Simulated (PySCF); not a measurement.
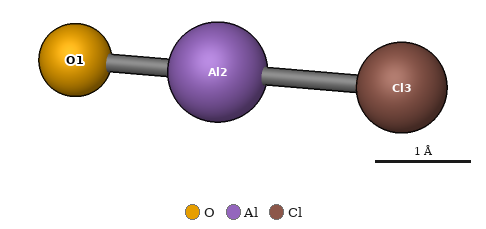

**Figure 1.** The input geometry (ball-and-stick view, seen at a tilt; atoms are numbered from 1 in the order of the input). Sticks mark near contacts. Bond lengths as drawn: Al–Cl 2.06 Å and Al–O 1.59 Å.

## Run report: AlClO, single-point calculation

The run: single-point calculation of AlClO, SMILES [O]=[Al][Cl]. Method and program: CCSD(T)/def2-TZVPP, RHF (PySCF 2.14.0).

The geometry was optimised with PBE0-D4/def2-TZVP.

What the program printed
```
[file] SyntaxWarning: invalid escape sequence '\W'
  S = {(paw_set(r)[0], bool(re.search(r"spin_orbit\W+true|paw_fr", str((r.get("files") or {}).get("input") or "")) or re.search("(?i)spin.orbit\W+(value\W+)?(true|yes)|value\W+spin-orbit", json.dumps(r.get("inputs"), default=str)))) for r in records}
converged SCF energy = -776.373718270703
E(CCSD) = -776.8861367557627  E_corr = -0.5124184850595015
CCSD(T) correction = -0.0251573731253127
E(CCSD(T)) = -776.911294129
```

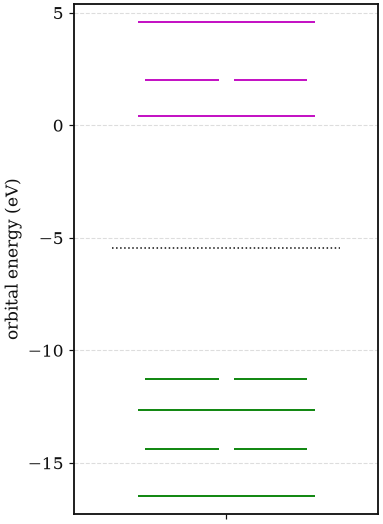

**Figure 2.** Orbital energies near the frontier (SCF reference); the dotted line parts filled from empty levels, and levels within 0.02 eV of each other stand side by side. Highest filled −11.29 eV, lowest empty 0.42 eV, 11.71 eV apart.

This output came from the following input.

Input (job.py)
```python
from pyscf import gto, scf, cc

mol = gto.M(
    atom='O 0.109269 1.726685 0.250495; Al 0.009626 0.154022 0.022221; Cl -0.119242 -1.879103 -0.272941',
    spin=0,
    basis='def2-tzvpp',
    max_memory=1860,
    charge=0,
    verbose=3,
)

mf = scf.RHF(mol)
mf.conv_tol = 1e-10
mf.kernel()
if not mf.converged:
    mf = mf.newton().run(mf.mo_coeff, mf.mo_occ)

mycc = cc.CCSD(mf, frozen=11)
mycc.kernel()
e_t = mycc.ccsd_t()
etot = mycc.e_tot + e_t
print('E(%s) = %.9f' % ('CCSD(T)', etot))
```

Launched with:
```bash
OMP_NUM_THREADS=1 python job.py
```

Summary

| quantity | value |
| --- | --- |
| outcome | converged |
| total energy | −776.911294 hartree |
| SCF energy | −776.373718 hartree |
| correlation energy | −0.537576 hartree |
| (T) correction | −0.025157 hartree |
| basis functions | 115 |
| T1 diagnostic | 0.024 |
| HOMO of the SCF reference | −11.29 eV |
| LUMO of the SCF reference | 0.42 eV |
| hardware | 1 thread of Arm Neoverse N1, 24 GiB of memory available, shared host |
| wall time | 70 s |
| peak memory | 0.86 GiB |

Notes

Further notes kept with the run: large T1 diagnostic.
